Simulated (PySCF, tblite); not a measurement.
# C₃H₅F₃Si: geometry, infrared bands and NMR shifts

What infrared bands and NMR shifts should C₃H₅F₃Si (`F/C=C(\F)[C@H](F)[SiH3]`) show?

The runs use tblite 0.8.0 and PySCF 2.14.0, with density-fitted response routines of our own; the level of theory stands in each step. All values are computed, except where a source is named. Atoms are numbered from 0 throughout.

**1. The molecule as given**

12 atoms, charge 0, multiplicity 1; geometry from: force field or distance geometry start.

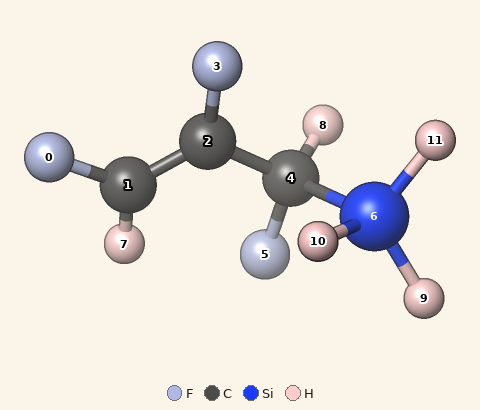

The starting geometry (fluorine light blue, carbon dark grey, silicon blue, hydrogen pink), atoms numbered.

**2. Optimising the geometry with GFN2-xTB**

What the job is given:

```
{"job": {"kind": "relax", "xc": "GFN2-xTB", "basis": "xTB"}, "charge": 0, "multiplicity": 1}
F      2.814500     1.475900    -0.154900
C      1.824500     0.597500    -0.467900
C      0.953800     0.129900     0.422700
F      0.949100     0.537300     1.727900
C     -0.096200    -0.855200    -0.044800
F      0.090300    -1.097300    -1.393000
Si    -1.765000    -0.014300     0.165100
H      1.783200     0.249200    -1.481300
H     -0.080200    -1.757200     0.566100
H     -2.679900    -0.389200    -0.910000
H     -1.494600     1.432200     0.045900
H     -2.298200    -0.309400     1.498100
```

On the command line:

```console
OMP_NUM_THREADS=1 python probes_run.py task.json out
```

The driver reads the jobs from task.json and runs them one after another.

**Question.** This job is followed by: GFN2-xTB harmonic vibrations, gas phase; GIAO PBE0/pcSseg-1 NMR shielding, non-relativistic, gas phase. Predict these results of the whole session: strongest single infrared mode (GFN2-xTB); zero-point energy (GFN2-xTB); ¹³C shifts against TMS (PBE0/pcSseg-1); ¹H shifts against TMS (PBE0/pcSseg-1, means over atoms taken as alike); ¹⁹F shifts against CFCl3 (PBE0/pcSseg-1); ²⁹Si shifts against TMS (PBE0/pcSseg-1).

The runs gave:

```
                                                              quantity                       value
                             strongest single infrared mode (GFN2-xTB)        773 cm⁻¹, 357 km/mol
                                          zero-point energy (GFN2-xTB)               43.2 kcal/mol
                                ¹³C shifts against TMS (PBE0/pcSseg-1)      156.3, 141.2, 85.9 ppm
¹H shifts against TMS (PBE0/pcSseg-1, means over atoms taken as alike)        6.69, 5.59, 4.07 ppm
                              ¹⁹F shifts against CFCl3 (PBE0/pcSseg-1)  -158.9, -177.5, -268.8 ppm
                               ²⁹Si shifts against TMS (PBE0/pcSseg-1)                   -64.9 ppm
```

**Reading.** The optimisation took 98 steps and gained 0.287 eV; among the close pairs (by a distance rule), C4–Si6 changed most, from 1.880 to 1.943 Å. No mode is imaginary among the 30: a minimum at this level. The strongest single mode, at 773 cm⁻¹, is spread over several atoms, H9, H10, H11 among them. GFN2-xTB is a fitted tight-binding method: band positions and strengths are rough. Its intensities can rank the bands wrongly. The most deshielded hydrogen is H7 (hydrogen on an alkene CH), at 6.69 ppm: olefinic region. At PBE0/pcSseg-1: The largest span, 221 ppm, is at F0, where the paramagnetic term is -119 ppm.
